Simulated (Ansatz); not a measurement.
# B3LYP/def2-SVP (core potential) run of CH7NSn (SMILES C[NH][SnH3])

What is the energy change on altering one bond length of CH7NSn at B3LYP/def2-SVP (core potential)? 

The results are computed with Ansatz 0.2.0.

74 further runs of the same task are left out: 74 set aside as unsound or not needed.

### Step 1. The system as given

The species is CH7NSn (10 atoms), meant as a singlet with charge 0. As SMILES, `C[NH][SnH3]`. Geometry: relaxed at PBE0-D4/def2-TZVP.

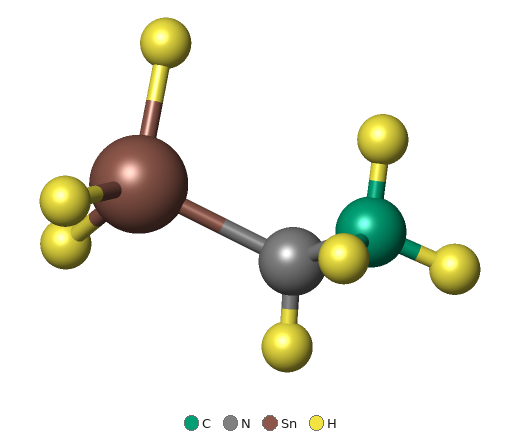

The structure, seen from a chosen angle (carbon teal, nitrogen grey, tin brown, hydrogen yellow).

### Step 2. The energy at B3LYP/def2-SVP (core potential)

File molecule.yaml:

```yaml
basis:
  gaussian:
    orbitals: def2-SVP
crystal:
  periodic: [false, false, false]
  atoms:
    - {symbol: C, position_ang: [-0.898400, 0.758000, -0.879200]}
    - {symbol: "N", position_ang: [-0.343000, -0.532900, -0.516500]}
    - {symbol: Sn, position_ang: [0.897300, -0.629400, 1.085100]}
    - {symbol: H, position_ang: [-1.664200, 0.637600, -1.652700]}
    - {symbol: H, position_ang: [-1.396800, 1.201100, -0.011700]}
    - {symbol: H, position_ang: [-0.168200, 1.494600, -1.247500]}
    - {symbol: H, position_ang: [0.037300, -1.004000, -1.326200]}
    - {symbol: H, position_ang: [1.451700, -2.239000, 1.169900]}
    - {symbol: H, position_ang: [-0.052600, -0.195500, 2.433700]}
    - {symbol: H, position_ang: [2.220200, 0.458400, 0.948000]}
hamiltonian:
  xc: {name: B3LYP}
accuracy: high
output: {orbitals: {seedname: orbitals}}
```

Command:

```bash
ansatz run molecule.yaml --threads 1 --pin off --max-ram 3480MiB --events-out events.jsonl --progress --plain --runs-dir runs
```

Standard output:

```text
Warning: RAYON_NUM_THREADS=1 ignored (pool sized by the plan → 1); use --threads N
Functional definition: B3LYP
  name "B3LYP"
  parameter a0 = 0.2
  parameter ax = 0.72
  parameter ac = 0.81
  exchange = (1 - a0 - ax)*slater_x + ax*b88_x + a0*exact_x
  correlation = (1 - ac)*vwn_rpa_c + ac*lyp_c
2266 factors; integrals over basis functions are off by at most 3.0e-9 eV
mean field evaluation 1: about -8464.1507 eV, gradient 5.6e1 eV
mean field evaluation 2: about -8440.4753 eV, gradient 1.1e2 eV
mean field evaluation 4: about -8471.3495 eV, gradient 6.8e0 eV
mean field evaluation 8: about -8471.5859 eV, gradient 1.4e-1 eV
mean field evaluation 16: about -8471.5859 eV, gradient 1.3e-5 eV
mean field -8471.58591092 eV, -311.3250399791 hartree, gradient 8.5e-8 eV, S^2 0.000000; 0 other end points of the search recorded, 0 dependent functions left out
reference -8471.58595639 eV, -311.3250416502 hartree; 21, 21 occupied and 68, 68 virtual orbitals, 2266 factors
Total energy: -8471.58595639 eV, -311.3250416502 hartree
```

Run time: 7.5 s. Hardware: 1 thread of Arm Neoverse V2, shared host; peak memory 0.32 GiB.

### Step 3. The distorted shape at the same level

File input.yaml:

```yaml
crystal:
  periodic: [false, false, false]
  atoms:
    - {symbol: C, position_ang: [-2.485870, -0.547352, -0.714681]}
    - {symbol: "N", position_ang: [-1.930470, -1.838252, -0.351981]}
    - {symbol: Sn, position_ang: [-0.690170, -1.934752, 1.249619]}
    - {symbol: H, position_ang: [-3.251670, -0.667752, -1.488181]}
    - {symbol: H, position_ang: [-2.984270, -0.104252, 0.152819]}
    - {symbol: H, position_ang: [-1.755670, 0.189248, -1.082981]}
    - {symbol: H, position_ang: [-1.550170, -2.309352, -1.161681]}
    - {symbol: H, position_ang: [-0.135770, -3.544352, 1.334419]}
    - {symbol: H, position_ang: [-1.640070, -1.500852, 2.598219]}
    - {symbol: H, position_ang: [2.220200, 0.458400, 0.948000]}
basis:
  gaussian: {orbitals: def2-SVP}
hamiltonian: {xc: {name: B3LYP}}
accuracy: high
output: {orbitals: {seedname: orbitals}}
```

Command:

```bash
ansatz run input.yaml --threads 1 --pin off --max-ram 3480MiB --events-out events.jsonl --progress --plain --runs-dir runs
```

Standard output:

```text
Warning: RAYON_NUM_THREADS=1 ignored (pool sized by the plan → 1); use --threads N
[... 7 set-up lines as earlier in the session ...]
2224 factors; integrals over basis functions are off by at most 8.8e-9 eV
mean field evaluation 1: about -8458.4345 eV, gradient 5.8e1 eV
mean field evaluation 2: about -8416.8370 eV, gradient 1.2e2 eV
mean field evaluation 4: about -8464.1147 eV, gradient 2.4e1 eV
mean field evaluation 8: about -8467.7802 eV, gradient 1.3e0 eV
mean field evaluation 16: about -8467.9215 eV, gradient 7.5e-4 eV
mean field -8467.92149784 eV, -311.1903752821 hartree, gradient 2.9e-8 eV, S^2 0.000000; 0 other end points of the search recorded, 0 dependent functions left out
reference -8467.92154766 eV, -311.1903771131 hartree; 21, 21 occupied and 68, 68 virtual orbitals, 2224 factors
Total energy: -8467.92154766 eV, -311.1903771131 hartree
```

Wall time 7.8 s (1 thread of Arm Neoverse V2, shared host); peak memory 0.32 GiB.

### Step 4. Outcome

At B3LYP/def2-SVP (core potential):

| quantity | value |
| --- | --- |
| first shape: total energy | -311.32504 Eh |
| first shape: HOMO energy | -6.05 eV |
| first shape: LUMO energy | 0.14 eV |
| first shape: HOMO–LUMO gap | 6.19 eV |
| distorted shape: total energy | -311.19038 Eh |
| distorted shape: HOMO energy | -5.47 eV |
| distorted shape: LUMO energy | -3.74 eV |
| distorted shape: HOMO–LUMO gap | 1.73 eV |
| energy change with the Sn3–H10 bond stretched from 1.718 to 3.780 Å | 3.664 eV |

What this shows: One bond (distorted shape) is far stretched, which a spin-restricted single reference describes badly; a broken-symmetry solution may lie lower. With the Sn3–H10 bond stretched from 1.718 to 3.780 Å the energy rises by 3.66 eV (85 kcal/mol). The first shape isn't relaxed at this level, so the change isn't measured from a minimum. A restricted reference can't describe the breaking bond well at this length.
